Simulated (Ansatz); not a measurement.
# Si2Cl (doublet): the correlation ladder, cc-pVDZ

How much of the correlation energy of Si2Cl (doublet) does each wave-function method recover here?

Computed with Ansatz 0.2.0, Gaussian basis. Level: cc-pVDZ, core rule «outside noble gas», up to 15 orbitals frozen.

To be run: UHF; CCSD(T) on ROHF; CCSD(T) on UHF; BCCD(T) on ROHF; CISD; CCSDT(Q) on ROHF; CCSDT(Q) on UHF; CASSCF and NEVPT2, 13 electrons in 11 orbitals.

19 further runs of the same task are left out: 8 that didn't finish, 11 set aside as unsound or not needed.

## 1. The system

The geometry is a PBE0/def2-TZVP stationary point (not a proven minimum) of the parent state, kept for this charge and spin.

3 atoms, charge 0, spin multiplicity 2.

Atoms are counted from 1 here; the program's logs count them from 0.

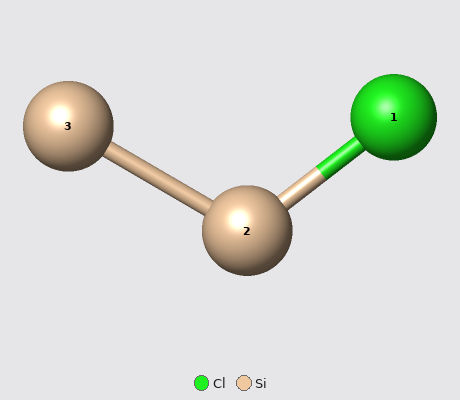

The geometry (chlorine green, silicon light orange); atoms are numbered from 1 in the order of the file.

In the tables R marks a restricted open-shell determinant and U an unrestricted one; 'valence' is the active space of 13 electrons in 11 orbitals; energies count from the table's Hartree-Fock row.

## 2. UHF

Input file in.yaml:

```yaml
crystal:
  periodic: [false, false, false]
  atoms:
    - {symbol: Cl, position_ang: [0.000000, -0.369686, 1.635032]}
    - {symbol: Si, position_ang: [0.000000, 0.849888, -0.046560]}
    - {symbol: Si, position_ang: [0.000000, -0.383225, -2.017380]}
basis:
  gaussian: {orbitals: cc-pVDZ}
magnetization: {spin_polarized: true, initial_magnetization: 1}
hamiltonian: {xc: hf}
output: {orbitals: {seedname: orbitals}}
```

On the command line:

```bash
$ ansatz run in.yaml --threads 1 --pin off --events-out ev --progress --plain --max-ram 2393MiB
```

Log, shortened:

```text
Functional definition: HF
  name "HF"
  cite "Fock, Z. Phys. 61, 126 (1930) doi:10.1007/BF01340294"
  parent pbe
[...]
564 factors; integrals over basis functions are off by at most 9.4e-4 eV
[...]
mean field -28226.82940888 eV, -1037.3168479440 hartree, gradient 8.9e-6 eV, S^2 1.715735; 13 other end points of the search recorded, 0 dependent functions left out
reference -28226.82940888 eV, -1037.3168479440 hartree; 23, 22 occupied and 31, 32 virtual orbitals, 564 factors
Total energy: -28226.82940888 eV, -1037.3168479440 hartree
```

Wall time 5.5 s (1 thread of Intel Xeon 6975P-C, shared host).

From the report: ⟨S²⟩ of the determinant 1.716 (pure doublet: 0.75). The determinant is far from a pure spin state, so its energy mixes those of several spin states (harmless only where they are near-degenerate, as at dissociation).

## 3. CCSD(T) on ROHF

in.yaml, as its differences from that of step 2:

```diff
@@ -8,4 +8,4 @@
   gaussian: {orbitals: cc-pVDZ}
-magnetization: {spin_polarized: true, initial_magnetization: 1}
-hamiltonian: {xc: hf}
-output: {orbitals: {seedname: orbitals}}
+magnetization: {spin_polarized: false, initial_magnetization: 1}
+correlation: {method: ccsd_t, electrons: outside_noble_gas}
+output: {forces: true}
```

Launched as before.

Log, shortened:

```text
Functional definition: HF
  name "HF"
  cite "Fock, Z. Phys. 61, 126 (1930) doi:10.1007/BF01340294"
  parent pbe
[...]
564 factors; integrals over basis functions are off by at most 9.4e-4 eV
[...]
mean field -28226.39278802 eV, -1037.3008024235 hartree, gradient 2.5e-6 eV, S^2 0.750000; 18 other end points of the search recorded, 0 dependent functions left out
[...]
determinant -28226.39278802 eV, -1037.3008024235 hartree, with singles and doubles -28234.97368415 eV, -1037.6161445399 hartree
determinant -28225.93282629 eV, -1037.2838991416 hartree, with singles and doubles -28234.84215951 eV, -1037.6113110985 hartree
determinant -28225.66568385 eV, -1037.2740818380 hartree, with singles and doubles -28234.16425822 eV, -1037.5863986855 hartree
determinant -28224.50644763 eV, -1037.2314806929 hartree, with singles and doubles -28233.82615191 eV, -1037.5739735081 hartree
[...]
unrestricted determinant -28226.82940888 eV, -1037.3168479440 hartree, S^2 1.7157
15 core orbitals not correlated: weight in the atoms' cores, before any rotation towards them, 1.000 or more for the frozen orbitals, at most 0.000 for the correlated occupied ones
reference -28226.39278802 eV, -1037.3008024235 hartree; 8, 7 occupied and 31, 32 virtual orbitals, 564 factors
second order -7.35042769 eV of doubles, -0.04464141 eV of singles
cycle   1  -8.59279224 eV  change    2.6e-6 eV  update   4.4e-6
[...]
cycle   7  -8.59279270 eV  change    3.0e-9 eV  update   2.0e-7
perturbative correction -0.32008478 eV, -0.0117628989 hartree
[...]
Total energy: -28235.30566550 eV, -1037.6283446296 hartree
Atom 0 at     0.000000    -0.369686     1.635032 Å, force    -0.000000    -0.353750     0.719441 eV/Å
Atom 1 at     0.000000     0.849888    -0.046560 Å, force    -0.000000     0.261753    -0.637343 eV/Å
Atom 2 at     0.000000    -0.383225    -2.017380 Å, force    -0.000000     0.091998    -0.082098 eV/Å
Dipole moment:     0.000000    -0.055807    -0.163068 e Å
```

Wall time 19 s (1 thread of Intel Xeon 6975P-C, shared host).

From the report: correlation -8.9129 eV; T1 0.045; largest double amplitude 0.09.

## 4. CCSD(T) on UHF

in.yaml, as its differences from that of step 3:

```diff
@@ -8,3 +8,3 @@
   gaussian: {orbitals: cc-pVDZ}
-magnetization: {spin_polarized: false, initial_magnetization: 1}
+magnetization: {spin_polarized: true, initial_magnetization: 1}
 correlation: {method: ccsd_t, electrons: outside_noble_gas}
```

The command is unchanged.

Log, shortened:

```text
Functional definition: HF
  name "HF"
  cite "Fock, Z. Phys. 61, 126 (1930) doi:10.1007/BF01340294"
  parent pbe
[...]
564 factors; integrals over basis functions are off by at most 9.4e-4 eV
[...]
mean field -28226.82940888 eV, -1037.3168479440 hartree, gradient 2.4e-6 eV, S^2 1.715735; 41 other end points of the search recorded, 0 dependent functions left out
determinant -28226.82940888 eV, -1037.3168479440 hartree, with singles and doubles -28234.89523470 eV, -1037.6132615757 hartree
determinant -28226.79139079 eV, -1037.3154508051 hartree, with singles and doubles -28234.95015783 eV, -1037.6152799637 hartree
determinant -28226.60902000 eV, -1037.3087488022 hartree, with singles and doubles -28234.85297984 eV, -1037.6117087384 hartree
determinant -28226.59605416 eV, -1037.3082723163 hartree, with singles and doubles -28234.87863783 eV, -1037.6126516520 hartree
[...]
15 core orbitals not correlated: weight in the atoms' cores, before any rotation towards them, 1.000 or more for the frozen orbitals, at most 0.000 for the correlated occupied ones
reference -28226.79139079 eV, -1037.3154508051 hartree; 8, 7 occupied and 31, 32 virtual orbitals, 564 factors
second order -6.98039255 eV of doubles, -0.00000000 eV of singles
cycle   1  -8.19294391 eV  change    4.1e-7 eV  update   4.8e-6
[...]
cycle   4  -8.19294390 eV  change   -3.0e-7 eV  update   1.4e-6
perturbative correction -0.30557675 eV, -0.0112297385 hartree
[...]
Total energy: -28235.28991144 eV, -1037.6277656786 hartree
Atom 0 at     0.000000    -0.369686     1.635032 Å, force    -0.000000    -0.364016     0.684859 eV/Å
Atom 1 at     0.000000     0.849888    -0.046560 Å, force    -0.000000     0.331537    -0.555835 eV/Å
Atom 2 at     0.000000    -0.383225    -2.017380 Å, force    -0.000000     0.032479    -0.129024 eV/Å
Dipole moment:    -0.000000    -0.030330    -0.147394 e Å
```

It took 52 s on 1 thread of Intel Xeon 6975P-C, shared host.

From the report: ⟨S²⟩ of the determinant 1.608 (pure doublet: 0.75); correlation -8.4985 eV; T1 0.059; largest double amplitude 0.07. The determinant is far from a pure spin state, so its energy mixes those of several spin states (harmless only where they are near-degenerate, as at dissociation).

## 5. BCCD(T) on ROHF

in.yaml, as its differences from that of step 4:

```diff
@@ -8,4 +8,3 @@
   gaussian: {orbitals: cc-pVDZ}
-magnetization: {spin_polarized: true, initial_magnetization: 1}
-correlation: {method: ccsd_t, electrons: outside_noble_gas}
-output: {forces: true}
+magnetization: {spin_polarized: false, initial_magnetization: 1}
+correlation: {method: bccd_t, electrons: outside_noble_gas}
```

Launched as before.

Log, shortened:

```text
Functional definition: HF
  name "HF"
  cite "Fock, Z. Phys. 61, 126 (1930) doi:10.1007/BF01340294"
  parent pbe
[...]
564 factors; integrals over basis functions are off by at most 9.4e-4 eV
[...]
mean field -28226.39278802 eV, -1037.3008024235 hartree, gradient 2.5e-6 eV, S^2 0.750000; 18 other end points of the search recorded, 0 dependent functions left out
[...]
determinant -28226.39278802 eV, -1037.3008024235 hartree, with singles and doubles -28234.97368415 eV, -1037.6161445399 hartree
determinant -28225.93282629 eV, -1037.2838991416 hartree, with singles and doubles -28234.84215951 eV, -1037.6113110985 hartree
determinant -28225.66568385 eV, -1037.2740818380 hartree, with singles and doubles -28234.16425822 eV, -1037.5863986855 hartree
determinant -28224.50644763 eV, -1037.2314806929 hartree, with singles and doubles -28233.82615191 eV, -1037.5739735081 hartree
[...]
determinant -28222.92780367 eV, -1037.1734665975 hartree, with singles and doubles -28232.12364936 eV, -1037.5114076932 hartree
determinant -28226.39278802 eV, -1037.3008024235 hartree, with singles and doubles -28234.98558290 eV, -1037.6165818111 hartree
determinant -28225.93282629 eV, -1037.2838991416 hartree, with singles and doubles -28234.85780917 eV, -1037.6118862130 hartree
[...]
unrestricted determinant -28226.82940888 eV, -1037.3168479440 hartree, S^2 1.7157
15 core orbitals not correlated: weight in the atoms' cores, before any rotation towards them, 1.000 or more for the frozen orbitals, at most 0.000 for the correlated occupied ones
reference -28226.39278802 eV, -1037.3008024235 hartree; 8, 7 occupied and 31, 32 virtual orbitals, 564 factors
second order -7.35042769 eV of doubles, -0.04464141 eV of singles
cycle   1  -8.57919278 eV  change    1.4e-2 eV  update   2.5e-2
[...]
cycle  24  -8.57724606 eV  change    8.6e-6 eV  update   1.2e-5
perturbative correction -0.33410099 eV, -0.0122779851 hartree
Total energy: -28235.30413507 eV, -1037.6282883873 hartree
```

Wall time 18 s (1 thread of Intel Xeon 6975P-C, shared host).

From the report: correlation -8.9113 eV; largest double amplitude 0.07.

## 6. CISD

in.yaml, as its differences from that of step 5:

```diff
@@ -9,2 +9,2 @@
 magnetization: {spin_polarized: false, initial_magnetization: 1}
-correlation: {method: bccd_t, electrons: outside_noble_gas}
+correlation: {active_space: {ras: {orbitals: [7, 1, 31], electrons: 15, max_holes: 2, max_particles: 2}, fixed_orbitals: true}}
```

Same command.

Log, shortened:

```text
Functional definition: HF
  name "HF"
  cite "Fock, Z. Phys. 61, 126 (1930) doi:10.1007/BF01340294"
  parent pbe
[...]
564 factors; integrals over basis functions are off by at most 9.4e-4 eV
[...]
mean field -28226.39278802 eV, -1037.3008024235 hartree, gradient 2.5e-6 eV, S^2 0.750000; 13 other end points of the search recorded, 0 dependent functions left out
reference -28226.39278802 eV, -1037.3008024235 hartree; 23, 22 occupied and 31, 32 virtual orbitals, 564 factors
state -28233.89519314 eV, -1037.5765107263 hartree
Total energy: -28233.89519314 eV, -1037.5765107263 hartree
```

It took 7.5 s on 1 thread of Intel Xeon 6975P-C, shared host.

From the report: 63,711 determinants.

## 7. CCSDT(Q) on ROHF

in.yaml, as its differences from that of step 6:

```diff
@@ -9,2 +9,2 @@
 magnetization: {spin_polarized: false, initial_magnetization: 1}
-correlation: {active_space: {ras: {orbitals: [7, 1, 31], electrons: 15, max_holes: 2, max_particles: 2}, fixed_orbitals: true}}
+correlation: {method: ccsdt_q, electrons: outside_noble_gas}
```

Launched as before.

Log, shortened:

```text
Functional definition: HF
  name "HF"
  cite "Fock, Z. Phys. 61, 126 (1930) doi:10.1007/BF01340294"
  parent pbe
[...]
1040 factors; integrals over basis functions are off by at most 1.2e-7 eV
[...]
mean field -28226.39290191 eV, -1037.3008066090 hartree, gradient 2.5e-6 eV, S^2 0.750000; 18 other end points of the search recorded, 0 dependent functions left out
[...]
determinant -28226.39290191 eV, -1037.3008066090 hartree, with singles and doubles -28234.97383043 eV, -1037.6161499158 hartree
determinant -28225.93293789 eV, -1037.2839032429 hartree, with singles and doubles -28234.84229582 eV, -1037.6113161080 hartree
determinant -28225.66578817 eV, -1037.2740856716 hartree, with singles and doubles -28234.16440038 eV, -1037.5864039100 hartree
determinant -28224.50656539 eV, -1037.2314850206 hartree, with singles and doubles -28233.82629379 eV, -1037.5739787220 hartree
[...]
determinant -28222.92791504 eV, -1037.1734706902 hartree, with singles and doubles -28232.12380451 eV, -1037.5114133948 hartree
determinant -28226.39290191 eV, -1037.3008066090 hartree, with singles and doubles -28234.98572905 eV, -1037.6165871818 hartree
determinant -28225.93293789 eV, -1037.2839032429 hartree, with singles and doubles -28234.85794663 eV, -1037.6118912646 hartree
[...]
unrestricted determinant -28226.82954398 eV, -1037.3168529088 hartree, S^2 1.7157
15 core orbitals not correlated: weight in the atoms' cores, before any rotation towards them, 1.000 or more for the frozen orbitals, at most 0.000 for the correlated occupied ones
reference -28226.39290191 eV, -1037.3008066090 hartree; 8, 7 occupied and 31, 32 virtual orbitals, 1040 factors
second order -7.35047428 eV of doubles, -0.04464126 eV of singles
cycle   1  -8.16173263 eV  change   -7.7e-1 eV  update   1.1e-1
[...]
cycle  58  -8.97709197 eV  change   -7.1e-7 eV  update   6.5e-7
perturbative correction -0.03718301 eV, -0.0013664505 hartree
Total energy: -28235.40717690 eV, -1037.6320751046 hartree
```

Wall time 74 s (1 thread of Intel Xeon 6975P-C, shared host); peak memory 0.86 GiB.

From the report: correlation -9.0143 eV; T1 0.056; largest double amplitude 0.16.

## 8. CCSDT(Q) on UHF

in.yaml, as its differences from that of step 7:

```diff
@@ -8,3 +8,3 @@
   gaussian: {orbitals: cc-pVDZ}
-magnetization: {spin_polarized: false, initial_magnetization: 1}
+magnetization: {spin_polarized: true, initial_magnetization: 1}
 correlation: {method: ccsdt_q, electrons: outside_noble_gas}
```

Launched as before.

Log, shortened:

```text
Functional definition: HF
  name "HF"
  cite "Fock, Z. Phys. 61, 126 (1930) doi:10.1007/BF01340294"
  parent pbe
[...]
1040 factors; integrals over basis functions are off by at most 1.2e-7 eV
[...]
mean field -28226.82954398 eV, -1037.3168529088 hartree, gradient 2.7e-6 eV, S^2 1.715744; 41 other end points of the search recorded, 0 dependent functions left out
determinant -28226.82954398 eV, -1037.3168529088 hartree, with singles and doubles -28234.89538479 eV, -1037.6132670917 hartree
determinant -28226.79153123 eV, -1037.3154559661 hartree, with singles and doubles -28234.95030593 eV, -1037.6152854064 hartree
determinant -28226.60915546 eV, -1037.3087537803 hartree, with singles and doubles -28234.85313210 eV, -1037.6117143339 hartree
determinant -28226.59617855 eV, -1037.3082768875 hartree, with singles and doubles -28234.87878256 eV, -1037.6126569710 hartree
[...]
determinant -28226.15393634 eV, -1037.2920247863 hartree, with singles and doubles -28234.86890678 eV, -1037.6122940425 hartree
determinant -28226.13764347 eV, -1037.2914260342 hartree, with singles and doubles -28234.41076809 eV, -1037.5954577563 hartree
determinant -28225.90402927 eV, -1037.2828408706 hartree, with singles and doubles -28234.62499425 eV, -1037.6033304226 hartree
15 core orbitals not correlated: weight in the atoms' cores, before any rotation towards them, 1.000 or more for the frozen orbitals, at most 0.000 for the correlated occupied ones
reference -28226.79153123 eV, -1037.3154559661 hartree; 8, 7 occupied and 31, 32 virtual orbitals, 1040 factors
second order -6.98040050 eV of doubles, -0.00000000 eV of singles
cycle   1  -7.70645299 eV  change   -7.3e-1 eV  update   1.1e-1
[...]
cycle  61  -8.57364664 eV  change   -3.0e-7 eV  update   5.0e-7
perturbative correction -0.03707567 eV, -0.0013625059 hartree
Total energy: -28235.40225354 eV, -1037.6318941746 hartree
```

Wall time 2 min (1 thread of Intel Xeon 6975P-C, shared host); peak memory 0.64 GiB.

From the report: ⟨S²⟩ of the determinant 1.608 (pure doublet: 0.75); correlation -8.6107 eV; T1 0.072; largest double amplitude 0.12. The determinant is far from a pure spin state, so its energy mixes those of several spin states (harmless only where they are near-degenerate, as at dissociation).

## 9. CASSCF and NEVPT2, 13 electrons in 11 orbitals

Input file in.yaml:

```yaml
crystal:
  periodic: [false, false, false]
  atoms:
    - {symbol: Cl, position_ang: [0.000000, -0.369686, 1.635032]}
    - {symbol: Si, position_ang: [0.000000, 0.849888, -0.046560]}
    - {symbol: Si, position_ang: [0.000000, -0.383225, -2.017380]}
basis:
  gaussian: {orbitals: cc-pVDZ}
magnetization: {spin_polarized: false, initial_magnetization: 1}
correlation: {method: sc_nevpt2, electrons: outside_noble_gas, active_space: {window: {electrons: 13, orbitals: 11}, shells: [{species: Cl, l: p, shell: 3}, {species: Si, l: s, shell: 3}, {species: Si, l: p, shell: 3}]}}
```

Launched as before.

Log, shortened:

```text
Functional definition: HF
  name "HF"
  cite "Fock, Z. Phys. 61, 126 (1930) doi:10.1007/BF01340294"
  parent pbe
[...]
1040 factors; integrals over basis functions are off by at most 1.2e-7 eV
[...]
mean field -28226.39290191 eV, -1037.3008066090 hartree, gradient 2.5e-6 eV, S^2 0.750000; 13 other end points of the search recorded, 0 dependent functions left out
reference -28226.39290191 eV, -1037.3008066090 hartree; 23, 22 occupied and 31, 32 virtual orbitals, 1040 factors
state -28228.31232376 eV, -1037.3713440608 hartree
state -28228.31232376 eV, -1037.3713440608 hartree; corrected -28233.97279528 eV, -1037.5793625525 hartree
Total energy: -28233.97279528 eV, -1037.5793625525 hartree
Checks for a lower state left out: starts, orbital_swaps
```

Run time: 20 s. Hardware: 1 thread of Intel Xeon 6975P-C, shared host.

From the report: 76,076 determinants; active occupations 2.00, 1.99, 1.98, 1.98, 1.94, 1.88, 0.98, 0.13, 0.06, 0.04, 0.02.

## 10. Natural occupations

Natural occupations of the CASSCF valence state about the gap (report; correlated orbitals 2 to 11): 1.994, 1.984, 1.977, 1.935, 1.880, 0.983, 0.125, 0.062, 0.039, 0.022. The count of effectively unpaired electrons, Σ n²(2 − n)², is 1.15; a single determinant of this spin has 1.

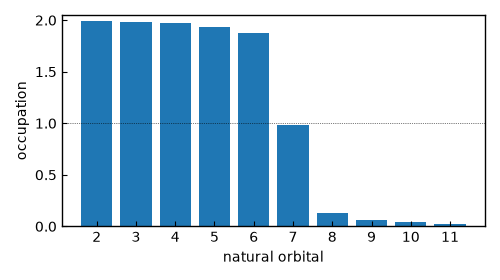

Natural occupations of the CASSCF valence state.

## 11. All levels against the top one

No level here is safe as a reference; RCCSDT(Q) serves as a yardstick only. Rows without a time come out of other runs: HF, MP2 and CCSD of CCSD(T), CCSDT of CCSDT(Q), CASSCF and MRCISD of the multireference runs. The times of RCCSD(T), UCCSD(T) include forces.

Differences are taken before rounding.

```csv
method,energy from the lowest RHF (meV),from RCCSDT(Q) (meV),time
RHF,0.0,+9014.4,
UHF,-436.6,+8577.8,5.5 s
RMP2,-7395.1,+1619.3,
UMP2,-7379.0,+1635.4,
CISD,-7502.4,+1512.0,7.5 s
RCCSD,-8592.8,+421.6,
UCCSD,-8591.5,+422.8,
RCCSD(T),-8912.9,+101.5,19 s
UCCSD(T),-8897.1,+117.3,52 s
BCCD(T),-8911.3,+103.0,18 s
RCCSDT,-8977.2,+37.2,
UCCSDT,-8972.4,+42.0,
RCCSDT(Q),-9014.4,0,74 s
UCCSDT(Q),-9009.5,+4.9,2 min
CASSCF valence,-1919.5,+7094.9,
NEVPT2 valence,-7580.0,+1434.4,20 s
```

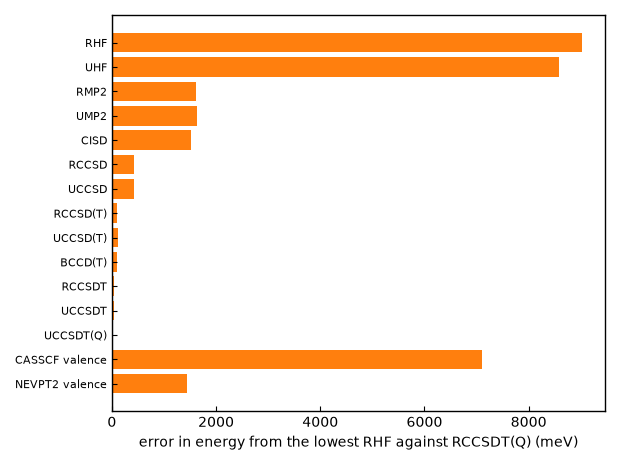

How far each level lands from RCCSDT(Q).

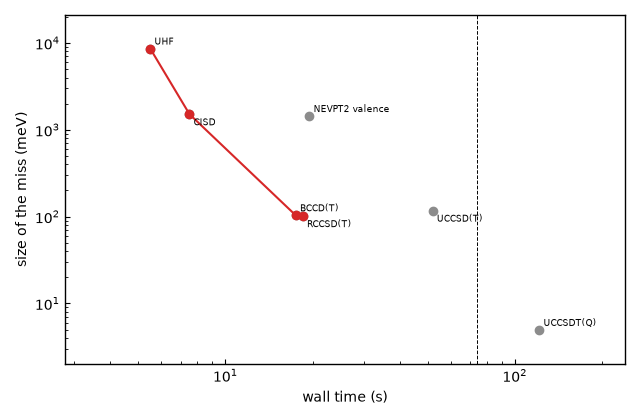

Miss against cost. Red marks the levels that no quicker level drawn beats (of those quicker than the yardstick), and the dashed line is the time of RCCSDT(Q). Times are from a shared host.

## 12. Outcome

```
                      quantity        value
RCCSDT(Q) below the RHF energy   -9.0144 eV
           RMP2 from RCCSDT(Q)  +1619.3 meV
           UMP2 from RCCSDT(Q)  +1635.4 meV
          RCCSD from RCCSDT(Q)   +421.6 meV
       RCCSD(T) from RCCSDT(Q)   +101.5 meV
       UCCSD(T) from RCCSDT(Q)   +117.3 meV
      UCCSDT(Q) from RCCSDT(Q)     +4.9 meV
 NEVPT2 valence from RCCSDT(Q)  +1434.4 meV
                 T1 diagnostic        0.045
effectively unpaired electrons         1.15
```

What this shows: RCCSD(T) misses by +101.5 meV, 1.1 % of the correlation energy. The occupations are near whole numbers, but T1 = 0.045 shows that the orbitals relax strongly. Coupled cluster took another determinant than the lowest Hartree-Fock one. Warnings: spin contamination; coupled cluster took another determinant than the lowest.
